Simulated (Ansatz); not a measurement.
## Bi, pressure series

Take Bi (space group C2/m, No. 12; a = 7.084 Å, b = 6.190 Å, c = 3.315 Å, α = γ = 90.00°, β = 117.02°; a cell from a computed database, its experimental status unchecked) as the base.

Cell and atoms are relaxed at each pressure.

Method: PBEsol in Ansatz (plane waves to 420 eV, PAW, spin-orbit coupling left out).

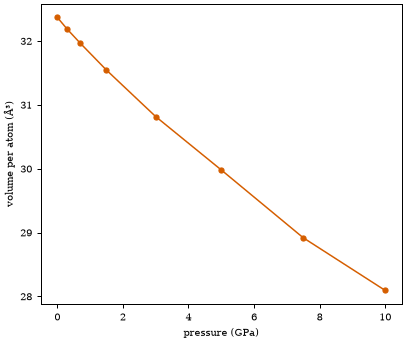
Figure. Volume per atom against pressure

```tsv
pressure (GPa)	volume per atom
0.3	32.19 Å³
0.7	31.97 Å³
1.5	31.54 Å³
3	30.82 Å³
5	29.98 Å³
7.5	28.92 Å³
10	28.09 Å³
```

Load acts through the strain it causes; cell and atoms are relaxed under it. Stability against distortions was not tested. No other phases were tried under pressure. This is not the structure that Bi has at room temperature and ambient pressure.

Ansatz is a quantum-chemistry and plane-wave program.
